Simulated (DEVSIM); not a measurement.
System: GaAs n-i-p diode, at 300 K.

```tsv
layer (left to right)	material	thickness (μm)	Nd (cm⁻³)	Na (cm⁻³)	τn (s)	τp (s)
1	GaAs	0.620	1.9e17	-	6.2e-8	6.2e-8
2	GaAs	1.60	-	1.3e13	6.2e-8	6.2e-8
3	GaAs	5.00	-	3.1e17	6.2e-8	6.2e-8
```

Left contact: ohmic. Right contact: ohmic. Voltage is applied to the left contact. Recombination: SRH at mid-gap, Auger. Mobility is constant in doping.

The device is made up for the run: typed textbook-type constants, with dimensions and the other settings drawn at random. Values at 300 K.

| parameter | GaAs |
|---|---|
| gap (eV) | 1.424 |
| affinity (eV) | 4.07 |
| permittivity | 12.9 |
| Nc (cm⁻³) | 4.7e17 |
| Nv (cm⁻³) | 9e18 |
| μn (cm²/Vs) | 8500 |
| μp (cm²/Vs) | 400 |
| Cn (cm⁶/s) | 1e-30 |
| Cp (cm⁶/s) | 1e-30 |

Simulated with DEVSIM: 1D drift-diffusion, Boltzmann statistics, complete ionisation; no tunnelling, impact ionisation, image-force lowering or self-heating.

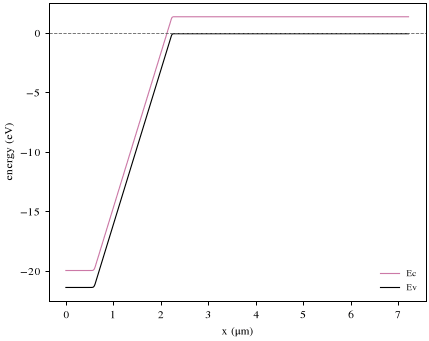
*Band edges at 20.0 V on the left contact*

Energies count from the Fermi level of the right contact; mesh points crowd at the junctions.

```tsv
x (μm)	Ec (eV)	Ev (eV)	n (cm⁻³)	p (cm⁻³)	field (V/cm)
0.000	-19.977	-21.401	1.9e17	< 1e2	≈ 0
0.03824	-19.977	-21.401	1.9e17	< 1e2	≈ 0
0.1267	-19.977	-21.401	1.9e17	< 1e2	≈ 0
0.3458	-19.977	-21.401	1.9e17	< 1e2	≈ 0
0.5525	-19.974	-21.398	1.7e17	< 1e2	2700
0.6081	-19.765	-21.189	5.3e13	< 1e2	99000
0.6383	-19.390	-20.814	2.7e7	< 1e2	130000
0.7422	-18.041	-19.465	< 1e2	< 1e2	130000
0.9752	-15.017	-16.441	< 1e2	< 1e2	130000
1.541	-7.682	-9.106	< 1e2	< 1e2	130000
1.961	-2.228	-3.652	< 1e2	< 1e2	130000
2.165	0.408	-1.016	< 1e2	130	130000
2.213	1.026	-0.398	< 1e2	1.9e12	130000
2.244	1.308	-0.116	< 1e2	1.0e17	32000
2.372	1.337	-0.087	< 1e2	3.1e17	≈ 0
2.641	1.337	-0.087	< 1e2	3.1e17	≈ 0
3.370	1.337	-0.087	< 1e2	3.1e17	≈ 0
5.182	1.337	-0.087	< 1e2	3.1e17	≈ 0
6.655	1.337	-0.087	< 1e2	3.1e17	≈ 0
7.021	1.337	-0.087	< 1e2	3.1e17	≈ 0
7.156	1.337	-0.087	< 1e2	3.1e17	≈ 0
7.220	1.337	-0.087	< 1e2	3.1e17	≈ 0
```
